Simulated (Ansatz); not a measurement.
# AlH3O3: molecular dynamics

Purpose: to follow the molecule's vibrations and see whether its bonds hold. The start is relaxed first. Runs: 40 steps of 3 fs at constant energy, with velocities drawn for 2000 K; 194 steps of 0.5 fs under a Nosé-Hoover thermostat at 300 K.

All numbers below are computed with Ansatz 0.2.0 (RKS B3LYP-D4/6-31G).

**1. The structure to begin with**

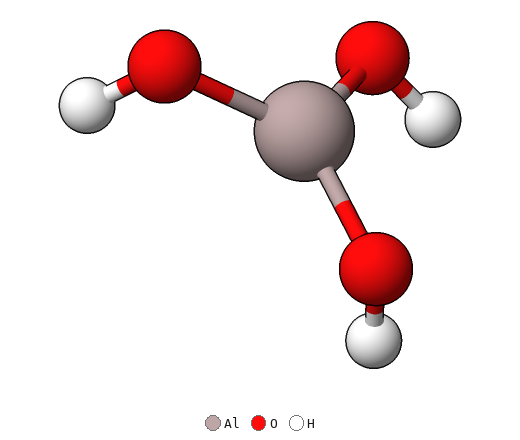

Start, viewed from a free direction; aluminium light grey, oxygen red, hydrogen white.

Coordinates:

```xyz
7

Al    0.0000    0.0000    0.0000
O     0.0000    0.0000    1.7800
H    -0.9095   -0.2814    2.1171
O     1.5415    0.0000   -0.8900
H     1.8414   -0.9519   -1.0449
O    -1.5415    0.0000   -0.8900
H    -2.0512   -0.8467   -0.6815
```

**2. Relaxing the start**

The input, input.yaml:

```yaml
crystal:
  periodic: [false, false, false]
  atoms:
    - { symbol: Al, position_ang: [0.0, 0.0, 0.0] }
    - { symbol: O, position_ang: [0.0, 0.0, 1.78] }
    - { symbol: H, position_ang: [-0.9095, -0.2814, 2.1171] }
    - { symbol: O, position_ang: [1.5415, 0.0, -0.89] }
    - { symbol: H, position_ang: [1.8414, -0.9519, -1.0449] }
    - { symbol: O, position_ang: [-1.5415, 0.0, -0.89] }
    - { symbol: H, position_ang: [-2.0512, -0.8467, -0.6815] }
basis:
  gaussian: { orbitals: "6-31G" }
hamiltonian:
  xc: b3lyp
  dispersion: d4
relax:
  f_tol: 0.02
  max_steps: 40
```

On the command line:

```bash
$ ansatz run input.yaml --threads 1 --pin off --max-ram 2048MiB --backend cpu --events-out ev --progress --plain --runs-dir out
```

The program printed (excerpt; [...] marks lines left out):

```text
Warning: RAYON_NUM_THREADS=1 ignored (pool sized by the plan → 1); use --threads N
[...]
Functional definition: B3LYP
[...]
532 factors; integrals over basis functions are off by at most 1.3e-4 eV
[...]
mean field -12787.64234112 eV, -469.9371882610 hartree, gradient 7.2e-5 eV, S^2 0.000000; 0 other end points of the search recorded, 0 dependent functions left out
[...]
reference -12787.64258727 eV, -469.9371973066 hartree; 20, 20 occupied and 26, 26 virtual orbitals, 532 factors
relax step   1: F+E_penalty+E_count = -12787.80038986 eV  Δ(F+E_penalty+E_count) = +0.000e0 eV  max|allowed force component| = 1.695e0 eV/Å  Δτ_max = 0.0000 Å  (25 SCF iters, accepted)
[...]
relax step   3: F+E_penalty+E_count = -12788.34082552 eV  Δ(F+E_penalty+E_count) = -3.321e-1 eV  max|allowed force component| = 1.286e0 eV/Å  Δτ_max = 0.2000 Å  (34 SCF iters, accepted)
[...]
relax step   5: F+E_penalty+E_count = -12788.59483390 eV  Δ(F+E_penalty+E_count) = -8.211e-2 eV  max|allowed force component| = 7.779e-1 eV/Å  Δτ_max = 0.1992 Å  (29 SCF iters, accepted)
[...]
relax step   7: F+E_penalty+E_count = -12788.65875448 eV  Δ(F+E_penalty+E_count) = -3.760e-2 eV  max|allowed force component| = 4.791e-1 eV/Å  Δτ_max = 0.1641 Å  (28 SCF iters, accepted)
[...]
relax step   9: F+E_penalty+E_count = -12788.72151373 eV  Δ(F+E_penalty+E_count) = -2.952e-2 eV  max|allowed force component| = 2.016e-1 eV/Å  Δτ_max = 0.1999 Å  (27 SCF iters, accepted)
[...]
relax step  10: F+E_penalty+E_count = -12788.72557788 eV  Δ(F+E_penalty+E_count) = -4.064e-3 eV  max|allowed force component| = 5.655e-3 eV/Å  Δτ_max = 0.0548 Å  (27 SCF iters, accepted)
532 factors; integrals over basis functions are off by at most 1.7e-4 eV
mean field -12788.56244307 eV, -469.9710013838 hartree, gradient 1.4e-5 eV, S^2 0.000000; 1 other end points of the search recorded, 0 dependent functions left out
[...]
reference -12788.56268626 eV, -469.9710103209 hartree; 20, 20 occupied and 26, 26 virtual orbitals, 532 factors
Total energy: -12788.72582107 eV, -469.9770054148 hartree
Atom 0 at    -0.156633    -0.299613     0.055912 Å, force    -0.001988     0.000604    -0.000892 eV/Å
Atom 1 at    -0.539820    -0.078893     1.702546 Å, force     0.000031     0.003217     0.001934 eV/Å
Atom 2 at    -0.104765     0.052083     2.546750 Å, force     0.004646    -0.002472     0.002556 eV/Å
Atom 3 at     1.472865    -0.339547    -0.447692 Å, force    -0.003341     0.001814     0.002039 eV/Å
Atom 4 at     1.981667    -0.437623    -1.254710 Å, force     0.005655    -0.001948    -0.000885 eV/Å
Atom 5 at    -1.407026    -0.480114    -1.091156 Å, force    -0.000743     0.001905     0.000478 eV/Å
Atom 6 at    -2.365588    -0.496293    -1.120950 Å, force    -0.004261    -0.003120    -0.005232 eV/Å
Dipole moment:    -0.003385     0.007485     0.006422 e Å
```

Wall time 22 s (1 thread of Arm Neoverse V1, shared host); peak memory 0.11 GiB.

Relaxation path:

```csv
step,energy from step 1 (eV),largest force component (eV/Å)
1,0.0000,1.6950
2,-0.2083,2.3254
3,-0.5404,1.2863
4,-0.7123,0.8489
5,-0.7944,0.7779
6,-0.8208,0.6835
7,-0.8584,0.4791
8,-0.8916,0.4377
9,-0.9211,0.2016
10,-0.9252,0.0057
```

Step 1 is the start.

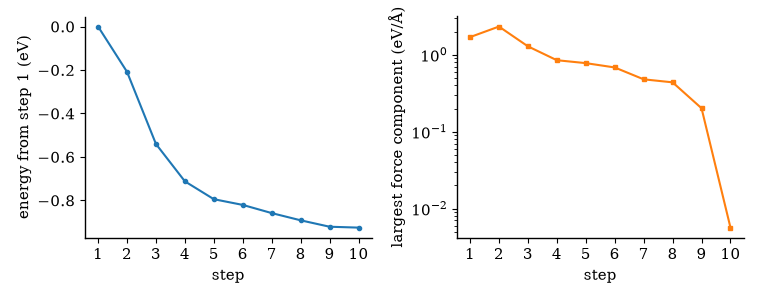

How energy and force went from step to step.

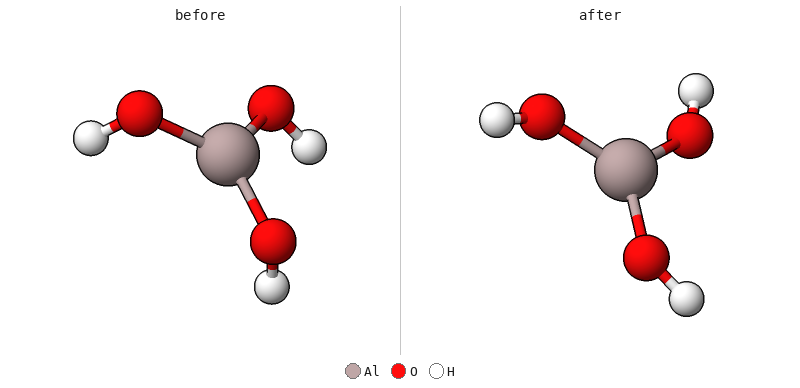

Before and after, at one scale.

After: Bond lengths: Al1–O2 1.705 Å, O2–H3 0.959 Å, Al1–O4 1.706 Å, O4–H5 0.959 Å, Al1–O6 1.706 Å, O6–H7 0.959 Å. Angles: Al1–O2–H3 140.0°, O2–Al1–O4 120.2°, O2–Al1–O6 119.9°, O4–Al1–O6 119.9°, Al1–O4–H5 139.2°, Al1–O6–H7 139.0°.

**3. Run 1**

40 steps of 3 fs at constant energy, with velocities drawn for 2000 K, from the relaxed start.

The input, input.yaml:

```yaml
crystal:
  periodic: [false, false, false]
  atoms:
    - { symbol: Al, position_ang: [-0.156633, -0.299613, 0.055912] }
    - { symbol: O, position_ang: [-0.53982, -0.078893, 1.702546] }
    - { symbol: H, position_ang: [-0.104765, 0.052083, 2.54675] }
    - { symbol: O, position_ang: [1.472865, -0.339547, -0.447692] }
    - { symbol: H, position_ang: [1.981667, -0.437623, -1.25471] }
    - { symbol: O, position_ang: [-1.407026, -0.480114, -1.091156] }
    - { symbol: H, position_ang: [-2.365588, -0.496293, -1.12095] }
basis:
  gaussian: { orbitals: "6-31G" }
hamiltonian:
  xc: b3lyp
  dispersion: d4
md:
  timestep: 3.0
  n_steps: 40
  ensemble: nve
  temperature: 2000.0
  initial_velocities: maxwell_boltzmann
  seed: 952316
```

On the command line:

```bash
$ ansatz run input.yaml --threads 1 --pin off --max-ram 2048MiB --backend cpu --events-out ev --progress --plain --runs-dir out
```

The program printed (excerpt; [...] marks lines left out):

```text
Warning: RAYON_NUM_THREADS=1 ignored (pool sized by the plan → 1); use --threads N
[...]
Functional definition: B3LYP
[...]
534 factors; integrals over basis functions are off by at most 1.5e-4 eV
[...]
mean field -12788.56231807 eV, -469.9709967903 hartree, gradient 7.8e-5 eV, S^2 0.000000; 0 other end points of the search recorded, 0 dependent functions left out
[...]
reference -12788.56256091 eV, -469.9710057145 hartree; 20, 20 occupied and 26, 26 virtual orbitals, 534 factors
md step     0: t =     0.00 fs  T =  2000.0 K  F+E_penalty+E_count = -12788.72545287 eV  E_kin = 1.292600 eV  conserved = -12787.43285288 eV  (23 SCF iters)
[...]
md step    10: t =    30.00 fs  T = 69350725.5 K  F+E_penalty+E_count = -12756.54093902 eV  E_kin = 44821.373500 eV  conserved = 32065.40719861 eV  (468 SCF iters)
[...]
md step    40: t =   120.00 fs  T = 69350981.1 K  F+E_penalty+E_count = -12756.72045931 eV  E_kin = 44821.538697 eV  conserved = 32065.39287531 eV  (2108 SCF iters)
Total energy: -12756.72110921 eV, -468.8008539472 hartree
Atom 0 at     0.296976    -0.938014    -1.102559 Å, force     0.267770    -0.328603    -0.742568 eV/Å
Atom 1 at  -160.396893   -37.599053    52.930171 Å, force     0.000001     0.000001    -0.000001 eV/Å
Atom 2 at  2535.589263   606.526206  -791.362784 Å, force    -0.000000     0.000000    -0.000000 eV/Å
Atom 3 at    -0.220946    -0.300122     0.337879 Å, force    -0.266439     0.328381     0.741587 eV/Å
Atom 4 at    22.837741    -4.148887   -17.479097 Å, force    -0.001276     0.000117     0.000915 eV/Å
Atom 5 at    34.551222   -35.790519   -35.464092 Å, force    -0.000056     0.000104     0.000068 eV/Å
Atom 6 at  -577.648324   569.171888   560.035608 Å, force     0.000000     0.000000    -0.000000 eV/Å
Dipole moment:    67.882620    39.930221    -9.157693 e Å
```

Wall time 8.3 min (1 thread of Arm Neoverse V1, shared host); peak memory 0.12 GiB.

**4. What the atoms did**

One step in 3; energies are changes from step 0:

```csv
time (fs),T (K),potential energy change (meV/atom),total energy change (meV/atom)
0.0,2000,0.0,0.00
9.0,7500,2060.4,2568.25
18.0,17129743,24538.3,1605918.35
27.0,69350758,4596.4,6407550.20
36.0,69351036,4568.0,6407547.41
45.0,69350924,4579.5,6407548.66
54.0,69351092,4561.9,6407546.46
63.0,69350592,4609.9,6407548.35
72.0,69350658,4603.6,6407548.16
81.0,69351005,4570.1,6407546.64
90.0,69350896,4581.1,6407547.65
99.0,69350762,4593.6,6407547.76
108.0,69350453,4622.9,6407548.49
117.0,69350963,4574.0,6407546.76
120.0,69350981,4572.1,6407546.53
```

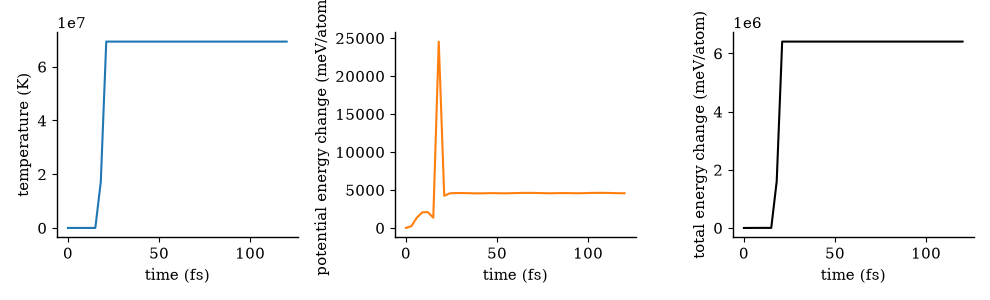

Time series of the run, each on its own scale.

Bonds that form or break, judged by distance (formed within 1.15 times the sum of covalent radii and held on average over 12 fs, broken when stretched by half; pairs already stretched at the start don't count as bonds):

```csv
time (fs),bond,event
6.0,O2–H3,breaks
6.0,O4–H5,breaks
21.0,Al1–O2,breaks
21.0,O6–H7,breaks
24.0,Al1–O6,breaks
```

Reading of run 1. The temperature runs away to 69354993 K: the integration has become unstable, and nothing after that is physical.

**5. Run 2**

194 steps of 0.5 fs under a Nosé-Hoover thermostat at 300 K, from the relaxed start.

Edit input.yaml of step 3 so:

```diff
@@ -16,7 +16,7 @@
 md:
-  timestep: 3.0
-  n_steps: 40
-  ensemble: nve
-  temperature: 2000.0
+  timestep: 0.5
+  n_steps: 194
+  ensemble: nvt_nose_hoover
+  temperature: 300.0
   initial_velocities: maxwell_boltzmann
-  seed: 952316
+  seed: 488968
```

On the command line:

```bash
$ ansatz run input.yaml --threads 1 --pin off --max-ram 2048MiB --backend cpu --events-out ev --progress --plain --runs-dir out
```

The program printed (excerpt; [...] marks lines left out):

```text
Warning: RAYON_NUM_THREADS=1 ignored (pool sized by the plan → 1); use --threads N
[...]
Functional definition: B3LYP
[...]
534 factors; integrals over basis functions are off by at most 1.5e-4 eV
[...]
mean field -12788.56231807 eV, -469.9709967903 hartree, gradient 7.8e-5 eV, S^2 0.000000; 0 other end points of the search recorded, 0 dependent functions left out
[...]
reference -12788.56256091 eV, -469.9710057145 hartree; 20, 20 occupied and 26, 26 virtual orbitals, 534 factors
md step     0: t =     0.00 fs  T =   300.0 K  F+E_penalty+E_count = -12788.72545287 eV  E_kin = 0.193890 eV  conserved = -12788.53156287 eV  (23 SCF iters)
[...]
md step    23: t =    11.50 fs  T =   133.0 K  F+E_penalty+E_count = -12788.61681101 eV  E_kin = 0.085946 eV  conserved = -12788.53115319 eV  (24 SCF iters)
[...]
md step    46: t =    23.00 fs  T =    77.6 K  F+E_penalty+E_count = -12788.57929445 eV  E_kin = 0.050123 eV  conserved = -12788.53069980 eV  (23 SCF iters)
[...]
md step    69: t =    34.50 fs  T =   101.4 K  F+E_penalty+E_count = -12788.59304940 eV  E_kin = 0.065516 eV  conserved = -12788.53097485 eV  (29 SCF iters)
[...]
md step    92: t =    46.00 fs  T =   221.5 K  F+E_penalty+E_count = -12788.66576519 eV  E_kin = 0.143134 eV  conserved = -12788.53135610 eV  (29 SCF iters)
md step    93: t =    46.50 fs  T =   219.6 K  F+E_penalty+E_count = -12788.66405031 eV  E_kin = 0.141924 eV  conserved = -12788.53122209 eV  (29 SCF iters)
md step    94: t =    47.00 fs  T =   213.8 K  F+E_penalty+E_count = -12788.65971472 eV  E_kin = 0.138163 eV  conserved = -12788.53101398 eV  (29 SCF iters)
```

**6. The log goes on: dynamics from the start**

The log, continued (excerpt; [...] marks lines left out):

```text
md step    95: t =    47.50 fs  T =   208.8 K  F+E_penalty+E_count = -12788.65597552 eV  E_kin = 0.134971 eV  conserved = -12788.53082659 eV  (24 SCF iters)
[...]
md step   120: t =    60.00 fs  T =   144.4 K  F+E_penalty+E_count = -12788.60526202 eV  E_kin = 0.093296 eV  conserved = -12788.53082615 eV  (24 SCF iters)
[...]
md step   145: t =    72.50 fs  T =   196.9 K  F+E_penalty+E_count = -12788.62734140 eV  E_kin = 0.127278 eV  conserved = -12788.53102533 eV  (29 SCF iters)
[...]
md step   170: t =    85.00 fs  T =   193.6 K  F+E_penalty+E_count = -12788.61595020 eV  E_kin = 0.125110 eV  conserved = -12788.53130186 eV  (28 SCF iters)
[...]
md step   193: t =    96.50 fs  T =   130.4 K  F+E_penalty+E_count = -12788.56332628 eV  E_kin = 0.084303 eV  conserved = -12788.53139180 eV  (29 SCF iters)
[...]
md step   194: t =    97.00 fs  T =   125.7 K  F+E_penalty+E_count = -12788.55979481 eV  E_kin = 0.081259 eV  conserved = -12788.53131204 eV  (26 SCF iters)
Total energy: -12788.56003597 eV, -469.9709129244 hartree
Atom 0 at    -0.146505    -0.354806     0.111902 Å, force    -1.497310     0.110069    -1.082336 eV/Å
Atom 1 at    -0.510090    -0.050203     1.681242 Å, force    -0.333643     0.119974     1.883294 eV/Å
Atom 2 at    -0.434971     0.058604     2.631864 Å, force    -0.015752    -0.057955    -0.556379 eV/Å
Atom 3 at     1.406213    -0.318355    -0.476235 Å, force     1.569485     0.000086    -0.713043 eV/Å
Atom 4 at     1.737082    -0.228419    -1.375176 Å, force     0.209665    -0.093570     0.082534 eV/Å
Atom 5 at    -1.354787    -0.461962    -1.134130 Å, force     0.199555    -0.018723     0.445798 eV/Å
Atom 6 at    -2.304997    -0.314494    -1.111027 Å, force    -0.132000    -0.059881    -0.059868 eV/Å
Dipole moment:    -0.217131     0.041093     0.212258 e Å
```

Run time: 6.1 min. Hardware: 1 thread of Arm Neoverse V1, shared host; peak memory 0.1 GiB.

**7. The trajectory**

The trajectory, every 10 steps (energies from step 0):

```csv
time (fs),T (K),potential energy change (meV/atom),conserved energy change (meV/atom)
0.0,300,0.0,0.00
5.0,220,7.5,0.06
10.0,124,16.5,0.13
15.0,114,17.4,0.12
20.0,123,16.5,0.04
25.0,98,18.9,0.02
30.0,81,20.6,0.07
35.0,97,19.4,0.11
40.0,134,16.2,0.11
45.0,204,10.0,0.05
50.0,249,6.4,0.02
55.0,190,12.4,0.05
60.0,144,17.2,0.11
65.0,202,12.4,0.13
70.0,227,10.9,0.11
75.0,157,18.0,0.07
80.0,143,19.7,0.02
85.0,194,15.6,0.04
90.0,182,17.7,0.13
95.0,109,25.1,0.16
97.0,126,23.7,0.04
```

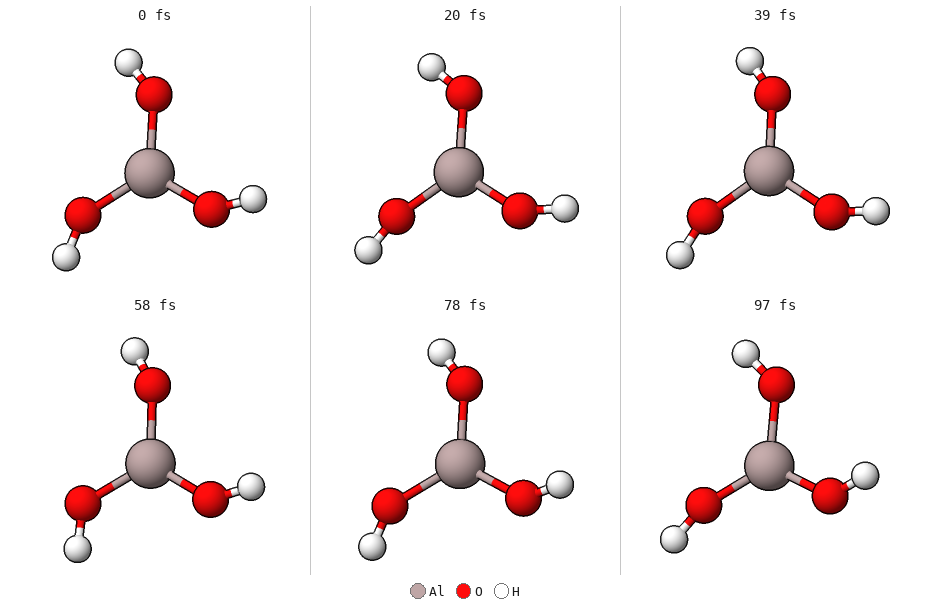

The system at six times, viewed from a chosen angle. Sticks join atoms within a bonding distance in each frame.

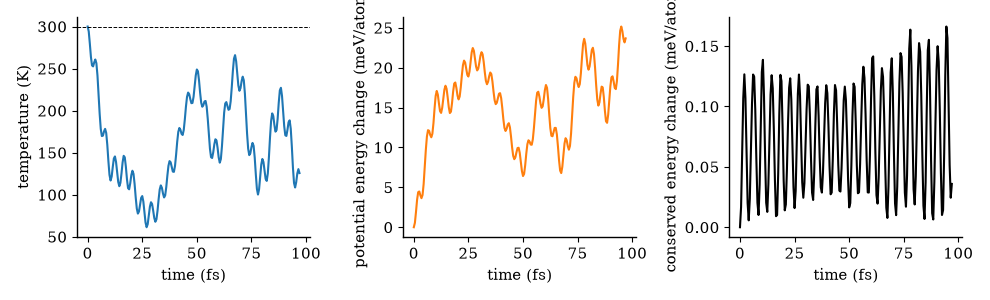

Traces against time; each panel has its own scale. The dashed line is the set temperature.

**8. Snapshots as a file**

Extended XYZ, with forces in eV/Å:

```xyz
7
time_fs=12.0 T=143 dE=0.1019
Al   -0.172   -0.256    0.036    1.102   -0.268    0.421
O    -0.494   -0.117    1.671   -0.488    0.176    0.207
H    -0.257    0.111    2.559    0.133    0.036    0.288
O     1.462   -0.346   -0.409    0.425   -0.062   -0.477
H     2.033   -0.584   -1.147   -0.177    0.124    0.194
O    -1.411   -0.508   -1.087   -0.534    0.088   -0.370
H    -2.348   -0.416   -0.903   -0.461   -0.094   -0.264
7
time_fs=24.0 T=88 dE=0.1390
Al   -0.149   -0.227    0.032   -1.145   -0.670   -0.321
O    -0.482   -0.136    1.676   -0.258    0.471    0.904
H    -0.323    0.130    2.591   -0.021   -0.218   -0.685
O     1.474   -0.353   -0.393    0.120    0.149   -0.096
H     2.079   -0.655   -1.057    0.321   -0.070   -0.373
O    -1.466   -0.525   -1.101    0.166    0.389    0.564
H    -2.441   -0.470   -1.022    0.817   -0.050    0.007
7
time_fs=36.5 T=123 dE=0.1190
Al   -0.167   -0.232    0.018    0.464   -0.628    0.456
O    -0.501   -0.130    1.696   -0.321    0.044   -1.117
H    -0.260    0.105    2.579    0.264    0.120    0.429
O     1.509   -0.356   -0.406   -0.525    0.048   -0.188
H     2.149   -0.639   -1.073   -0.446    0.179    0.223
O    -1.463   -0.512   -1.074    1.381    0.265    0.198
H    -2.402   -0.565   -1.135   -0.819   -0.028   -0.002
7
time_fs=48.5 T=216 dE=0.0653
Al   -0.165   -0.268    0.025    0.964   -0.147    0.497
O    -0.539   -0.108    1.677    0.524    0.370    1.324
H    -0.028    0.065    2.498   -0.579   -0.215   -0.897
O     1.487   -0.347   -0.416   -0.478    0.147    0.339
H     2.035   -0.539   -1.168    0.304   -0.065   -0.426
O    -1.417   -0.482   -1.044   -1.507   -0.252   -0.916
H    -2.368   -0.627   -1.162    0.770    0.162    0.079
7
time_fs=60.5 T=138 dE=0.1248
Al   -0.135   -0.315    0.053   -1.812    0.039   -0.436
O    -0.569   -0.070    1.689   -0.382   -0.116   -0.489
H     0.077   -0.015    2.375    0.639    0.166    1.325
O     1.460   -0.334   -0.436    1.353   -0.055   -0.913
H     1.919   -0.386   -1.288   -0.066    0.016    0.496
O    -1.411   -0.459   -1.065    1.046    0.038    0.080
H    -2.326   -0.633   -1.204   -0.778   -0.088   -0.063
7
time_fs=73.0 T=173 dE=0.1145
Al   -0.165   -0.361    0.069    1.055    0.661    0.391
O    -0.566   -0.033    1.739    0.764   -0.340    0.258
H    -0.086   -0.008    2.603   -0.544   -0.021   -1.178
O     1.497   -0.322   -0.489   -1.215   -0.121    0.994
H     1.966   -0.234   -1.314    0.123   -0.021   -0.414
O    -1.392   -0.445   -1.103   -0.911   -0.294   -0.131
H    -2.354   -0.567   -1.184    0.729    0.136    0.080
7
time_fs=85.0 T=194 dE=0.1095
Al   -0.163   -0.375    0.097    0.375    0.714   -0.256
O    -0.537   -0.027    1.733   -0.172   -0.424   -1.472
H    -0.323    0.030    2.648    0.274    0.037    0.696
O     1.471   -0.317   -0.500   -0.489   -0.059    0.282
H     1.903   -0.168   -1.352   -0.215   -0.131    0.226
O    -1.381   -0.448   -1.138    0.577   -0.132    0.536
H    -2.337   -0.437   -1.145   -0.350   -0.005   -0.013
7
time_fs=97.0 T=126 dE=0.1657
Al   -0.146   -0.355    0.112   -1.497    0.110   -1.082
O    -0.510   -0.050    1.681   -0.334    0.120    1.883
H    -0.435    0.059    2.632   -0.016   -0.058   -0.556
O     1.406   -0.318   -0.476    1.569    0.000   -0.713
H     1.737   -0.228   -1.375    0.210   -0.094    0.083
O    -1.355   -0.462   -1.134    0.200   -0.019    0.446
H    -2.305   -0.315   -1.111   -0.132   -0.060   -0.060
```

On run 2: Against a set 300 K the second half averages 180 K with a spread of 42 K; 16 meV/atom has gone into potential energy, and a thermostat that acts over some 100 fs has not made it up in 97 fs. The conserved energy strays from its start by at most 0.17 meV/atom, 1.1 % of the mean kinetic energy, which is good for a step of 0.5 fs. No bond forms or breaks.

**9. Results**

| quantity | value |
| --- | --- |
| relaxation of the start | 9 moves, 0.925 eV lower |
| run 1: length | 40 steps of 3 fs |
| run 1: temperature, first and last step | 2000 and 69350981 K |
| run 1: temperature, second half | mean 69350760 K, from 69350443 to 69351018 K |
| run 1: potential energy, second half | +4594 meV/atom from this run's first step |
| run 1: largest change of the total energy | 6407579.78 meV/atom |
| run 1: bonds formed or broken | 5 |
| run 2: length | 194 steps of 0.5 fs |
| run 2: temperature, first and last step | 300 and 126 K |
| run 2: temperature, second half | mean 180 K, from 100 to 266 K |
| run 2: potential energy, second half | +16 meV/atom from this run's first step |
| run 2: largest change of the conserved energy | 0.17 meV/atom |
| run 2: bonds formed or broken | 0 |

Mean temperatures of the second halves: none that means anything (unstable run), 180 K. Bonds changed in run 1 (an artefact of the unstable or too long step). Averages from a run of 97 fs with 7 atoms are rough. The nuclei move classically, without zero-point motion, which matters most for hydrogen. In so small a basis the energies are only a sketch.
